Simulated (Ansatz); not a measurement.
# B$_{2}$NH$_{6}$ (charge +1): nudged elastic band

- system: B$_{2}$NH$_{6}$, charge +1, SMILES BB[NH3+]
- method: RKS B3LYP-D4/STO-3G (Ansatz 0.2.0)

It belongs to a series of runs on one base structure; here: band between the two ends. Figures and captions count atoms from 1; the log counts them from 0 in places.

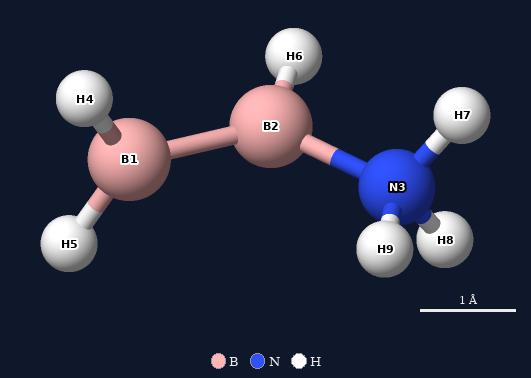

*The starting structure (ball-and-stick view, seen at a tilt; atoms are numbered from 1 in the order of the input).*

**Summary**

```json
{"quantity": "outcome", "value": "converged"}
{"quantity": "barrier, forward", "value": "0.017 eV"}
{"quantity": "barrier, backward", "value": "0.017 eV"}
{"quantity": "hardware", "value": "1 thread of Arm Neoverse V1, 24 GiB of memory available, shared host"}
{"quantity": "wall time", "value": "23 s"}
{"quantity": "peak memory", "value": "0.17 GiB"}
```

**Notes**

The order of the saddle point was not checked.

**Input file**
```yaml
crystal:
  periodic: [false, false, false]
  atoms:
    - { symbol: B, position_ang: [-1.240978, 0.791176, -0.658967] }
    - { symbol: B, position_ang: [0.272858, 0.182281, -0.504161] }
    - { symbol: "N", position_ang: [0.742542, -0.662182, 0.746593] }
    - { symbol: H, position_ang: [-1.502042, 1.870224, -0.260463] }
    - { symbol: H, position_ang: [-2.090921, 0.166717, -1.187194] }
    - { symbol: H, position_ang: [1.147922, 0.300373, -1.286364] }
    - { symbol: H, position_ang: [1.604109, -0.227731, 1.192645] }
    - { symbol: H, position_ang: [1.044447, -1.636067, 0.444435] }
    - { symbol: H, position_ang: [0.022063, -0.7848, 1.513474] }
total_charge: 1
basis:
  gaussian: { orbitals: STO-3G }
hamiltonian:
  xc: b3lyp
  dispersion: d4
neb:
  order_check: false
  images: 5
  f_tol: 0.05
  max_iterations: 60
  initial_path: idpp
  final_atoms:
    - { symbol: B, position_ang: [-1.26084293, 0.66799695, -0.75124462] }
    - { symbol: B, position_ang: [0.30345791, 0.37017434, -0.36387007] }
    - { symbol: "N", position_ang: [0.7395766, -0.67853601, 0.73619293] }
    - { symbol: H, position_ang: [-1.87096313, 1.510341, -0.19446008] }
    - { symbol: H, position_ang: [-1.79880762, 0.05779974, -1.60552046] }
    - { symbol: H, position_ang: [1.24447346, 0.88954251, -0.85025444] }
    - { symbol: H, position_ang: [1.37008428, -1.4229101, 0.31317465] }
    - { symbol: H, position_ang: [-0.05219237, -1.18392263, 1.22607542] }
    - { symbol: H, position_ang: [1.3252138, -0.2104948, 1.48990465] }
```

Launch command:
```bash
ansatz run input.yaml --threads 1 --pin off --max-ram 2048MiB --backend cpu --events-out ev --progress --plain --runs-dir out
```

**Output**
```
Engine: ansatz 0.2.0, aarch64-unknown-linux-gnu
Functional definition: B3LYP
  parameter a0 = 0.2
  parameter ax = 0.72
  parameter ac = 0.81
  exchange = (1 - a0 - ax)*slater_x + ax*b88_x + a0*exact_x
  correlation = (1 - ac)*vwn_rpa_c + ac*lyp_c
307 factors; integrals over basis functions are off by at most 3.3e-5 eV
mean field evaluation 1: about -2896.9484 eV, gradient 1.5e1 eV
mean field evaluation 2: about -2897.0535 eV, gradient 1.5e1 eV
mean field evaluation 4: about -2897.6096 eV, gradient 1.1e-1 eV
mean field evaluation 8: about -2897.5400 eV, gradient 4.3e-4 eV
mean field -2897.53998979 eV, -106.4826306016 hartree, gradient 6.8e-5 eV, S^2 0.000000; 0 other end points of the search recorded, 0 dependent functions left out
the calculation of the forces begins
reference -2897.54017345 eV, -106.4826373511 hartree; 11, 11 occupied and 10, 10 virtual orbitals, 307 factors
309 factors; integrals over basis functions are off by at most 4.3e-5 eV
mean field evaluation 16: about -2897.5399 eV, gradient 1.9e-1 eV
mean field -2897.54009507 eV, -106.4826344707 hartree, gradient 6.8e-5 eV, S^2 0.000000; 0 other end points of the search recorded, 0 dependent functions left out
[... from here on the field's lines of each further geometry are left out, up to the last ...]
NEB iter   1: max|band force component| = 1.232e0 eV/Å  barrier→ = 0.0586 eV  barrier← = 0.0586 eV  Δτ_max = 0.0620 Å  (131 SCF iters)
NEB iter   2: max|band force component| = 1.879e-1 eV/Å  barrier→ = 0.0208 eV  barrier← = 0.0209 eV  CI = image 3  Δτ_max = 0.0410 Å  (112 SCF iters)
NEB iter   3: max|band force component| = 2.362e-1 eV/Å  barrier→ = 0.0218 eV  barrier← = 0.0219 eV  CI = image 3  Δτ_max = 0.0186 Å  (118 SCF iters)
the calculation of the forces begins
reference -2897.53642001 eV, -106.4824994145 hartree; 11, 11 occupied and 10, 10 virtual orbitals, 308 factors
307 factors; integrals over basis functions are off by at most 3.3e-5 eV
mean field -2897.52251504 eV, -106.4819884164 hartree, gradient 1.6e-5 eV, S^2 0.000000; 1 other end points of the search recorded, 0 dependent functions left out
the calculation of the forces begins
reference -2897.52269741 eV, -106.4819951182 hartree; 11, 11 occupied and 10, 10 virtual orbitals, 307 factors
NEB iter   4: max|band force component| = 3.271e-2 eV/Å  barrier→ = 0.0172 eV  barrier← = 0.0172 eV  CI = image 3  Δτ_max = 0.0000 Å  (208 SCF iters)
```

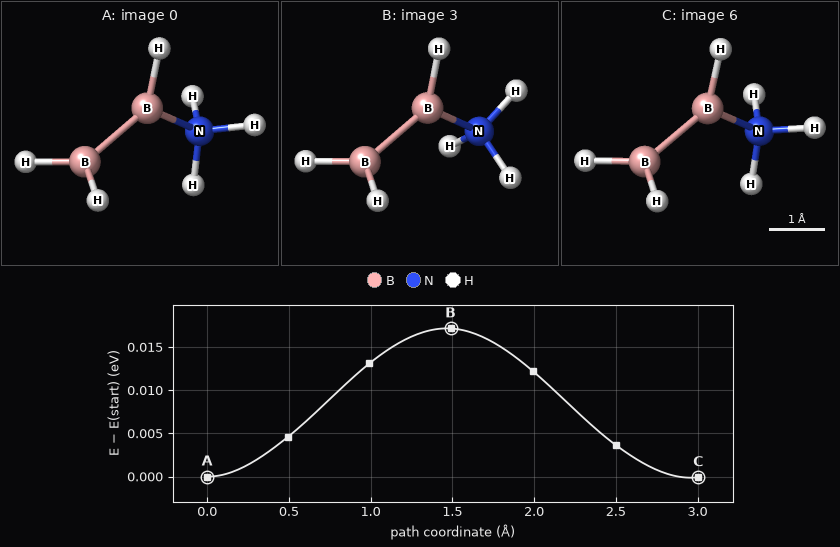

*Images of the last band (counted from 0; ball-and-stick, seen at a tilt) above the energy along the path; the line is a cubic interpolation that uses the forces.*

The highest image is number 3, 0.017 eV above the start and 0.017 eV above the end (the climbing image); start and end have the same energy. The path is 3.00 Å long. The band converged in 4 iterations.

```
Total energy: -2897.65811245 eV, -106.4869715295 hartree
Atom 0 at    -1.254940     0.530617    -0.828176 Å, force    -0.014380    -0.003763     0.002485 eV/Å
Atom 1 at     0.316361     0.360868    -0.392402 Å, force     0.011511     0.019713    -0.026012 eV/Å
Atom 2 at     0.770117    -0.570595     0.804115 Å, force    -0.032704    -0.003393     0.001839 eV/Å
Atom 3 at    -1.923615     1.381876    -0.359661 Å, force     0.000110    -0.003878     0.001163 eV/Å
Atom 4 at    -1.736227    -0.175189    -1.641514 Å, force     0.000388     0.000646     0.003442 eV/Å
Atom 5 at     1.222220     0.903906    -0.917660 Å, force     0.006126    -0.007392     0.011364 eV/Å
Atom 6 at     1.818425    -0.589804     0.956341 Å, force     0.008179    -0.005542     0.006604 eV/Å
Atom 7 at     0.458548    -1.575573     0.657370 Å, force     0.010315     0.001466    -0.000482 eV/Å
Atom 8 at     0.329111    -0.266116     1.721584 Å, force     0.010455     0.002144    -0.000402 eV/Å
Dipole moment:     0.495945    -0.464679     0.638252 e Å
this run last wrote the band of iteration 4 to [file]
```

**The last band as extended XYZ (Å, eV, eV/Å)**
```
9
Properties=species:S:1:pos:R:3:forces:R:3 image=0 energy=-2897.67509
B    -1.2410    0.7912   -0.6590    0.0105  -0.0037   0.0009
B     0.2729    0.1823   -0.5042   -0.0020   0.0035  -0.0041
N     0.7425   -0.6622    0.7466    0.0131  -0.0142   0.0082
H    -1.5020    1.8702   -0.2605   -0.0029   0.0026  -0.0018
H    -2.0909    0.1667   -1.1872   -0.0051   0.0012   0.0000
H     1.1479    0.3004   -1.2864   -0.0026   0.0038  -0.0050
H     1.6041   -0.2277    1.1926   -0.0107  -0.0043  -0.0012
H     1.0444   -1.6361    0.4444   -0.0042   0.0116   0.0062
H     0.0221   -0.7848    1.5135    0.0038  -0.0005  -0.0033
9
Properties=species:S:1:pos:R:3:forces:R:3 image=1 energy=-2897.67045
B    -1.2559    0.7055   -0.7110   -0.0049  -0.0020  -0.0024
B     0.2991    0.2493   -0.4660   -0.0005   0.0144  -0.0083
N     0.7554   -0.6190    0.7740   -0.0108  -0.0110  -0.0136
H    -1.6641    1.7274   -0.2867    0.0036   0.0051  -0.0041
H    -1.9893    0.0258   -1.3373   -0.0041  -0.0006   0.0089
H     1.2037    0.4903   -1.1838    0.0030  -0.0072   0.0043
H     1.7171   -0.3424    1.1270    0.0023   0.0057   0.0115
H     0.8397   -1.6388    0.4819    0.0103   0.0008   0.0012
H     0.0944   -0.5981    1.6019    0.0010  -0.0051   0.0025
9
Properties=species:S:1:pos:R:3:forces:R:3 image=2 energy=-2897.66197
B    -1.2602    0.6158   -0.7654   -0.0126  -0.0034   0.0023
B     0.3148    0.3095   -0.4300    0.0076   0.0217  -0.0198
N     0.7670   -0.5881    0.7919   -0.0273  -0.0087  -0.0107
H    -1.8045    1.5604   -0.3154    0.0030   0.0033  -0.0039
H    -1.8695   -0.0907   -1.4873   -0.0038  -0.0011   0.0090
H     1.2291    0.6980   -1.0662    0.0065  -0.0117   0.0085
H     1.7879   -0.4658    1.0490    0.0057   0.0029   0.0135
H     0.6397   -1.6169    0.5532    0.0151   0.0002  -0.0028
H     0.1958   -0.4222    1.6703    0.0057  -0.0032   0.0039
9
Properties=species:S:1:pos:R:3:forces:R:3 image=3 energy=-2897.65793
B    -1.2549    0.5306   -0.8282   -0.0144  -0.0038   0.0025
B     0.3164    0.3609   -0.3924    0.0115   0.0197  -0.0260
N     0.7701   -0.5706    0.8041   -0.0327  -0.0034   0.0018
H    -1.9236    1.3819   -0.3597    0.0001  -0.0039   0.0012
H    -1.7362   -0.1752   -1.6415    0.0004   0.0006   0.0034
H     1.2222    0.9039   -0.9177    0.0061  -0.0074   0.0114
H     1.8184   -0.5898    0.9563    0.0082  -0.0055   0.0066
H     0.4585   -1.5756    0.6574    0.0103   0.0015  -0.0005
H     0.3291   -0.2661    1.7216    0.0105   0.0021  -0.0004
9
Properties=species:S:1:pos:R:3:forces:R:3 image=4 energy=-2897.66289
B    -1.2399    0.4541   -0.9015   -0.0124  -0.0027   0.0016
B     0.3026    0.4062   -0.3490    0.0083   0.0141  -0.0232
N     0.7608   -0.5567    0.8196   -0.0257   0.0182   0.0072
H    -2.0247    1.1980   -0.4298   -0.0025  -0.0105   0.0031
H    -1.5862   -0.2318   -1.7962    0.0026   0.0038  -0.0051
H     1.1831    1.0861   -0.7413    0.0052  -0.0050   0.0126
H     1.8092   -0.7105    0.8492    0.0069  -0.0159  -0.0012
H     0.2995   -1.5112    0.7899    0.0038  -0.0045   0.0036
H     0.4957   -0.1342    1.7593    0.0138   0.0026   0.0014
9
Properties=species:S:1:pos:R:3:forces:R:3 image=5 energy=-2897.67142
B    -1.2155    0.3861   -0.9787   -0.0053   0.0027   0.0010
B     0.2736    0.4513   -0.2974    0.0005   0.0045  -0.0150
N     0.7413   -0.5340    0.8471   -0.0106   0.0166   0.0069
H    -2.1085    1.0142   -0.5317   -0.0029  -0.0093   0.0021
H    -1.4171   -0.2704   -1.9376    0.0035   0.0035  -0.0057
H     1.1149    1.2342   -0.5640    0.0023  -0.0025   0.0069
H     1.7566   -0.8221    0.7354    0.0035  -0.0125  -0.0029
H     0.1678   -1.4201    0.9395    0.0002  -0.0021   0.0054
H     0.6870   -0.0391    1.7874    0.0088  -0.0010   0.0012
9
Properties=species:S:1:pos:R:3:forces:R:3 image=6 energy=-2897.67517
B    -1.2409    0.4620   -0.9204   -0.0016   0.0010   0.0044
B     0.2754    0.4432   -0.2987    0.0054  -0.0012   0.0023
N     0.7402   -0.5705    0.8222    0.0052  -0.0060  -0.0033
H    -2.0818    1.1363   -0.4408    0.0011  -0.0016  -0.0022
H    -1.5135   -0.1845   -1.8687   -0.0002   0.0003  -0.0005
H     1.1573    1.1615   -0.6120   -0.0014  -0.0010   0.0009
H     1.5615   -1.1533    0.4811   -0.0098   0.0071   0.0050
H    -0.0004   -1.2469    1.1632    0.0050   0.0043  -0.0005
H     1.1022   -0.0479    1.6743   -0.0036  -0.0029  -0.0061
```
